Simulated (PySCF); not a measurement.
**Single-point calculation, with input and output: C₂H₃F₃ (charge +1)**

The run: single-point calculation of C₂H₃F₃, charge +1, multiplicity 2. Method and program: RPA (PBE)/def2-SVP, UKS (PySCF 2.14.0).

The geometry is that of the parent species in another charge or spin state. The geometry comes from this level: PBE0-D4/def2-TZVP.

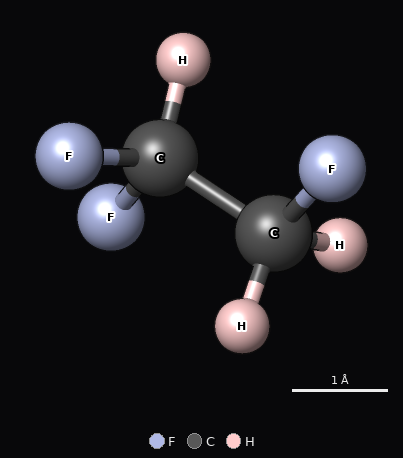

Fig. 1: The structure as given in the input (ball-and-stick view, seen at a tilt). Bond lengths as drawn: C–C 1.51 Å, C–F 1.35 to 1.37 Å and C–H 1.09 Å.

Key numbers:

| quantity | value |
| --- | --- |
| outcome | converged |
| total energy | −376.239043 hartree |
| SCF energy | −376.439282 hartree |
| correlation energy | −1.291859 hartree |
| basis functions | 85 |
| ⟨S²⟩ | 0.751 |
| hardware | 1 thread of Arm Neoverse V1, 24 GiB of memory available, shared host |
| wall time | 43 s |
| peak memory | 0.45 GiB |

Notes:

Further notes kept with the run: dipole of an ion depends on the origin.

Input (job.py):
```python
from pyscf import gto, dft
from pyscf.gw.urpa import URPA

mol = gto.Mole()
mol.atom = '''
F       -1.142800      -0.681000       1.163100
C       -0.188200       0.195100       0.711800
C        0.172900      -0.152400      -0.711300
F        0.824200      -1.335800      -0.756500
F        1.011700       0.803600      -1.182200
H        0.701700       0.118900       1.342500
H       -0.588500       1.211500       0.747300
H       -0.698800      -0.217000      -1.370500
'''
mol.spin = 1
mol.max_memory = 1860
mol.basis = 'def2-svp'
mol.charge = 1
mol.verbose = 3
mol.build()

mf = dft.UKS(mol, xc='pbe')
mf.grids.level = 5
mf.conv_tol = 1e-10
mf.kernel()
if not mf.converged:
    mf = mf.newton().run(mf.mo_coeff, mf.mo_occ)

rpa = URPA(mf, frozen=5)
rpa.kernel()
e_exx = mf.to_hf().energy_tot(mf.make_rdm1())
e_final = e_exx + rpa.e_corr
print('E = %.10f Eh' % e_final)
```

Command:
```bash
OMP_NUM_THREADS=1 python job.py
```

What the program printed:
```
[file] SyntaxWarning: invalid escape sequence '\W'
  S = {(paw_set(r)[0], bool(re.search(r"spin_orbit\W+true|paw_fr", str((r.get("files") or {}).get("input") or "")) or re.search("(?i)spin.orbit\W+(value\W+)?(true|yes)|value\W+spin-orbit", json.dumps(r.get("inputs"), default=str)))) for r in records}

WARN: HOMO -0.339685455862177 >= LUMO -0.339685455862176

converged SCF energy = -376.43928200432  <S^2> = 0.75083709  2S+1 = 2.0008369
E(URPA) = -376.243854382704  E_corr = -1.29185942933942  E_hf = -374.951994953364
E = -376.2390432349 Eh
```
